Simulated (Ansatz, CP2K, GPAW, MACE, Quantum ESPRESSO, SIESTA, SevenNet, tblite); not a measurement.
**tblite runs on random rock-salt alloy of NbC and TiC (64 atoms)**

Wanted: tblite inputs and outputs for random rock-salt alloy of NbC and TiC (64 atoms), checked against a plane-wave reference.

Main program and level: tblite 0.8.0; the method is named at each step.

### 1. The starting structure

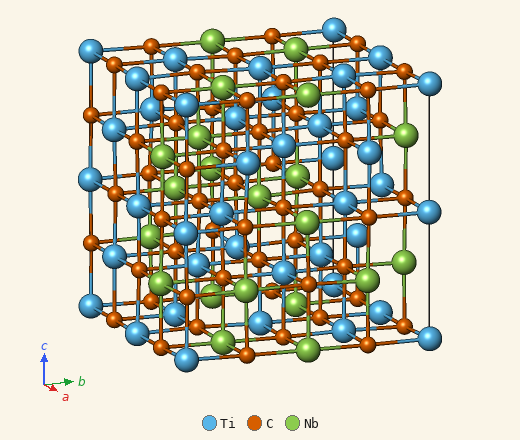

The starting structure, seen slightly off an axis (titanium blue, carbon orange, niobium green). Some periodic images of atoms are drawn too.

The cell holds 64 atoms: 20 Ti, 32 C and 12 Nb. Cell: a = 8.762 Å, b = 8.762 Å, c = 8.762 Å, α = 90.0°, β = 90.0°, γ = 90.0°. It derives from NbC (rock-salt), repeated 2×2×2. Rock-salt NbC, 2 x 2 x 2 conventional cells, 20 of 32 Nb sites given to Ti at random (x = 0.625), lattice by Vegard's rule (a = 4.381 Å); not relaxed, displaced by a Gaussian of 0.02 Å. Then every atom was moved at random, 0.02 Å r.m.s. a Cartesian component.

The yardstick, on the same geometry:

| Quantity | Value |
| --- | --- |
| method | Kohn-Sham DFT, PBE, PAW, plane waves (Ansatz 0.2.0); cutoff 420 eV, Γ point, fermi-dirac smearing of 0.05 eV; PAW set soft_2 |
| r.m.s. force component | 0.5164 eV/Å |
| longest force | 2.163 eV/Å |
| pressure | 2.989 GPa |
| spacing of highest filled and lowest empty level | 0.3694 eV |
| SCF cycles | 7 |
| time | 11 s on 4 threads of Arm Neoverse V1, shared host |
| CPU time | 35 s |

### 2. GFN1-xTB

Method: GFN1-xTB tight binding, diagonalisation.

Input file run.py:

```python
import numpy as np
from ase.io import read
from tblite.ase import TBLite

atoms = read("structure.xyz")
atoms.calc = TBLite(method="GFN1-xTB", electronic_temperature=580, accuracy=1.0, max_iterations=250, mixer_damping=0.1, verbosity=1)
energy = atoms.get_potential_energy()
forces = atoms.get_forces()
print(f"energy {energy:.6f} eV")
print("forces (eV/A)")
for i, (a, f) in enumerate(zip(atoms, forces)):
    print(f"{i:4d} {a.symbol:2s} {f[0]:10.5f} {f[1]:10.5f} {f[2]:10.5f}")
stress = -atoms.get_stress(voigt=False) * 160.21766
print("stress (GPa, compression positive)")
for row in stress:
    print(" ".join(f"{x:10.4f}" for x in row))
print("charges (e)")
print(np.array2string(atoms.get_charges(), precision=4, suppress_small=True, max_line_width=110, threshold=100000))
```

Input file structure.xyz:

```xyz
64
Lattice="8.76240 0.00000 0.00000 0.00000 8.76240 0.00000 0.00000 0.00000 8.76240" Properties=species:S:1:pos:R:3 pbc="T T T"
Ti 0.01402 0.02208 0.01910
C 2.21943 0.00105 0.01367
Nb 8.73410 2.17886 2.21733
C 2.20716 2.21908 2.18210
Ti 2.19095 0.01717 2.18052
C 8.74470 0.05012 2.17518
Ti 2.12918 2.22784 8.75776
C 0.01849 2.20050 8.76012
Ti 8.74619 0.00692 4.36613
C 2.22556 0.04740 4.34501
Ti 0.00131 2.23836 6.59581
C 2.20357 2.23336 6.59152
Ti 2.23546 8.74768 6.55173
C 8.73489 0.04802 6.56768
Nb 2.22223 2.20830 4.36026
C 8.74873 2.13846 4.40241
Nb 0.01901 4.40074 8.75986
C 2.18727 4.36683 8.72078
Nb 8.70737 6.56803 2.19262
C 2.18674 6.53316 2.19735
Ti 2.24063 4.42370 2.15213
C 8.73252 4.44035 2.24151
Nb 2.17316 6.55428 8.74873
C 8.75627 6.56321 8.74978
Nb 0.03873 4.35605 4.39023
C 2.16002 4.38602 4.35351
Ti 0.01989 6.60781 6.60264
C 2.20541 6.56146 6.55857
Ti 2.16510 4.39934 6.57049
C 0.07790 4.37612 6.49154
Nb 2.18228 6.60957 4.39373
C 8.72709 6.61088 4.36332
Ti 4.37778 8.73427 8.75635
C 6.59318 8.72954 8.75022
Ti 4.38576 2.14171 2.18341
C 6.54762 2.22328 2.18403
Nb 6.54061 8.73410 2.17754
C 4.38821 0.04627 2.18350
Nb 6.58503 2.19586 8.74286
C 4.34966 2.14679 0.03619
Ti 4.36665 0.02839 4.37550
C 6.54814 0.01604 4.39294
Nb 4.38444 2.19174 6.56637
C 6.54928 2.23362 6.56637
Nb 6.58862 0.02331 6.54709
C 4.37025 8.72595 6.60203
Ti 6.55112 2.15283 4.40582
C 4.36534 2.22320 4.36709
Ti 4.42571 4.39110 0.00131
C 6.56199 4.37910 8.73603
Ti 4.38900 6.58731 2.16826
C 6.56435 6.58854 2.21435
Ti 6.62078 4.37857 2.20252
C 4.43071 4.34606 2.18543
Ti 6.58932 6.54245 0.02453
C 4.37831 6.56348 0.00184
[... 4 atom lines left out ...]
Ti 6.58459 4.38856 6.55489
C 4.34282 4.39023 6.56286
Ti 6.54008 6.62069 4.39277
C 4.37165 6.56978 4.41310
```

Started as:

```
$ OMP_NUM_THREADS=1 python run.py > output.txt
```

The log of the run:

```text
------------------------------------------------------------
  cycle        total energy    energy error   density error
------------------------------------------------------------
      1     -73.40388081293  -7.3572526E+01   1.2431123E+00
      2     -101.1383179068  -2.7734437E+01   1.0579265E+00
      3     -113.5137535025  -1.2375436E+01   7.5139394E-01
      4     -102.9060034649   1.0607750E+01   9.5202148E-01
      5     -113.5189577245  -1.0612954E+01   6.6249745E-01
      6     -110.0680439010   3.4509138E+00   5.4293801E-01
      7     -114.2185044441  -4.1504605E+00   4.3065430E-01
      8     -115.8373285590  -1.6188241E+00   3.5502749E-01
      9     -115.1712970949   6.6603146E-01   2.6599666E-01
     10     -114.5829534578   5.8834364E-01   2.4791990E-01
     11     -115.8759168166  -1.2929634E+00   1.4197169E-01
     12     -116.2716865055  -3.9576969E-01   7.1477139E-02
     13     -116.3331912711  -6.1504766E-02   4.8078978E-02
     14     -116.3690032764  -3.5812005E-02   3.4394023E-02
     15     -116.3744471846  -5.4439082E-03   2.9267013E-02
     16     -116.3794107965  -4.9636118E-03   2.6675035E-02
     17     -116.3864476664  -7.0368700E-03   1.9785930E-02
     18     -116.3902448943  -3.7972278E-03   1.4357232E-02
     19     -116.3935443874  -3.2994932E-03   8.1389478E-03
     20     -116.3945083909  -9.6400343E-04   5.2923972E-03
     21     -116.3948220502  -3.1365935E-04   3.7073602E-03
     22     -116.3950310666  -2.0901640E-04   2.6006231E-03
     23     -116.3951572092  -1.2614260E-04   1.1457923E-03
     24     -116.3951760902  -1.8881016E-05   7.6665877E-04
     25     -116.3951867260  -1.0635746E-05   2.4281690E-04
     26     -116.3951871821  -4.5610206E-07   1.5348507E-04
     27     -116.3951872885  -1.0637567E-07   1.1806052E-04
     28     -116.3951871366   1.5187992E-07   1.5112208E-04
     29     -116.3951873797  -2.4312060E-07   6.7626903E-05
     30     -116.3951874548  -7.5054970E-08   4.0148029E-05
     31     -116.3951874715  -1.6727611E-08   3.0434943E-05
     32     -116.3951874809  -9.3855448E-09   1.4450882E-05
------------------------------------------------------------
 total:                                   5.420 sec
energy -3167.274378 eV
forces (eV/A)
   0 Ti    0.22601   -0.07995   -0.24753
   1 C    -0.13402    0.73972   -0.10313
   2 Nb   -0.09541   -0.03203    0.03025
   3 C     0.65058   -0.10953   -0.83234
   4 Ti    0.17999   -0.15535   -0.21031
   5 C     0.75155   -0.10072    0.07394
   6 Ti    0.39086   -0.11051    0.09984
   7 C     0.58836   -0.87213   -0.72246
   8 Ti    0.35695    0.03843    0.18552
   9 C    -0.29817   -0.36286    0.20987
  10 Ti    0.02878   -0.54178   -0.19109
  11 C    -0.72500   -0.31602    0.63288
  12 Ti   -0.36608    0.35881    0.19348
  13 C     0.97847   -0.07464    0.01368
  14 Nb   -0.33567   -0.13195    0.12931
  15 C    -0.68364   -0.39048    0.63557
  16 Nb   -0.16099   -0.00713    0.02443
  17 C     0.84724   -0.83694    0.19684
  18 Nb    0.04357    0.23383    0.19262
  19 C     0.92359    0.28461   -0.08566
  20 Ti    0.01485   -0.25726    0.05909
  21 C     0.12015   -0.29590   -0.44327
  22 Nb   -0.04445    0.49312    0.27199
  23 C    -0.69215    0.83606   -0.83442
[...]
56 Nb    0.27968    0.58349   -0.12539
  57 C     0.02309    0.10687   -0.12911
  58 Ti    0.36217   -0.14959   -0.10965
  59 C     0.05749   -0.82811    0.04048
  60 Ti    0.03259    0.20837   -0.03868
  61 C     0.16476    0.68583    0.81969
  62 Ti   -0.06513   -0.20989    0.24757
  63 C     0.71332    0.69757   -0.11888
stress (GPa, compression positive)
  -16.0630    -0.0141     0.3617
   -0.0141   -15.8702    -0.0973
    0.3617    -0.0973   -17.1610
charges (e)
[-0.059  -0.1585  0.6192 -0.2055 -0.0519 -0.2501  0.004  -0.2442 -0.0673 -0.1978 -0.0499 -0.1965 -0.0412
 -0.163   0.6445 -0.2413  0.6228 -0.193   0.6264 -0.2381 -0.1145 -0.294   0.676  -0.2383  0.6597 -0.2799
 -0.0519 -0.1901 -0.1129 -0.2016  0.6639 -0.2395 -0.0471 -0.2349 -0.0196 -0.2403  0.6469 -0.1625  0.6067
 -0.1943 -0.0726 -0.1895  0.623  -0.239   0.6732 -0.1945 -0.0964 -0.2299 -0.003  -0.2027 -0.0294 -0.1995
 -0.0751 -0.1642 -0.0329 -0.1549  0.6695 -0.1986 -0.0247 -0.1572 -0.0441 -0.1982 -0.061  -0.1896]
```

The job ended after 6 s (1 thread of Arm Neoverse V1, shared host; peak memory 0.12 GiB).

Banners, paths, timers and routine set-up lines are dropped from the logs unmarked, and long logs keep their key lines alone; longer cuts are marked.

Numbers from this run, and their distance from the reference:

- r.m.s. force component: 0.4212 eV/Å
- r.m.s. difference of force components: 393.7 meV/Å
- longest difference of force vectors: 1185 meV/Å
- force difference over r.m.s. force: 76.24 %
- slope of forces against the reference's: 0.5419
- correlation of force components: 0.6645
- pressure: -16.36 GPa
- pressure difference: -19.35 GPa

Length of the force difference by element (eV/Å):

```
element  atoms  mean  most
      C     32  0.69   1.2
     Nb     12  0.65  0.97
     Ti     20  0.53  0.91
```

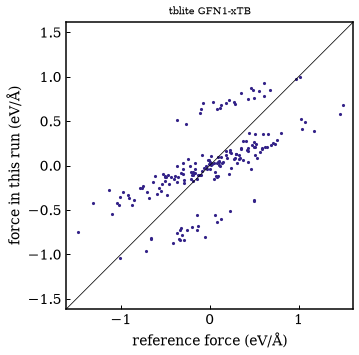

Force components against those of the reference; the line marks equality.

The surroundings of C22, whose charge lies farthest from its element's mean, nearest first, numbered as they follow in the input and with coordinates relative to it.

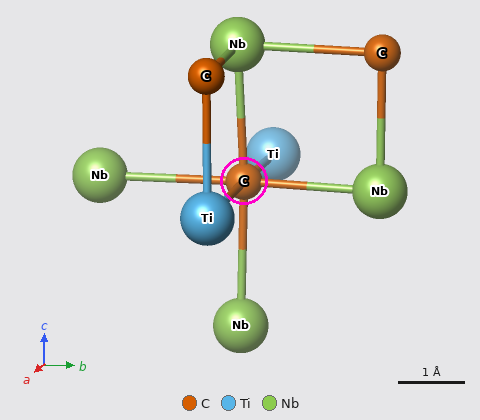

The atoms of the table, within 3.0 Å (arrows a, b, c point along x, y, z); some may hide others; the central atom is ringed.

```
atom      x      y      z  distance (Å)  bonds  Mulliken charge (e)     Fx     Fy  Fz (eV/Å)
 C22   0.00   0.00   0.00          0.00      6                -0.29   0.12  -0.30      -0.44
Ti53  -2.11  -0.06  -0.04          2.11      6                -0.08  -0.42  -0.11       0.03
Nb19  -0.03   2.13  -0.05          2.13      6                 0.63   0.04   0.23       0.19
Nb25   0.07  -0.08   2.15          2.15      6                 0.66  -0.28   0.09      -0.07
Nb17   0.05  -0.04  -2.24          2.24      6                 0.62  -0.16  -0.01       0.02
 Nb3   0.00  -2.26  -0.02          2.26      6                 0.62  -0.10  -0.03       0.03
Ti21   2.27  -0.02  -0.09          2.27      6                -0.11   0.01  -0.26       0.06
 C32  -0.01   2.17   2.12          3.04      6                -0.24  -0.56   0.47       0.78
 C26   2.19  -0.05   2.11          3.04      6                -0.28   0.25   0.09       0.00
```

Atoms are counted from 1 here, from 0 in the log.

Forces lie 76 % from the reference's, at 0.17 times its CPU time (on 1 against 4 cores).

### 3. Outcome

```json
{
  "force difference from the reference": "tblite GFN1-xTB, 76 %",
  "its CPU time": "6 s"
}
```

**Reading.** Tight binding differs by 76 % (tblite GFN1-xTB); it is another model, with fitted parameters of its own, and the xTB methods hold dispersion. One electronic-structure run takes under half the reference's CPU time: tblite GFN1-xTB, at 76 % in 6 s against 35 s, too far off to be of use; its pressure misses by -19.4 GPa. Periodic xTB results under one method name differ between programs and library versions. The host structure and its lattice constant were typed by rule, without a check against the phase diagram. The reference's pressure of 3.0 GPa belongs to a cell and atoms that aren't relaxed at this level. The electronic-structure runs sample only Γ, in a cell whose shortest periodic width is 9 Å.

[Also dropped from logs without a mark: logging warnings of Python, and SIESTA's first energy breakdown and zero terms.]

[Logs are printed without paths, hosts, clocks, repeated set-up lines and the standing remarks that a program may print on its own settings, such as how far it seeks lower states.]

[Hosts, paths, dates, database ids (printed as entryN), source tags and the programs' standing remarks are cut or masked in the printed files.]
